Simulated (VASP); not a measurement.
Band structure of BaZrO3 (cubic perovskite). Level of theory: revPBE GGA, VASP's PBE PAW potentials (set 64) (plane waves; VASP 6.6.1).

Unless said otherwise, spin-orbit coupling is left out, though it shifts the bands of the heavy elements here.

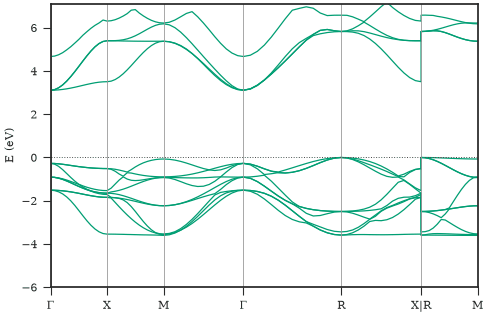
Figure. Bands along high-symmetry lines, zero at the valence-band maximum or, without a gap, the Fermi level

Problem. Read the plot: is there a gap, and where are the band edges?

Solution. The gap is indirect, 3.11 eV, from the valence maximum at R to the conduction minimum at Γ. (Edges off the drawn lines would not show.)

The compound is BaZrO3 in the cubic perovskite structure. It was relaxed first, which changed the volume by +5 %.
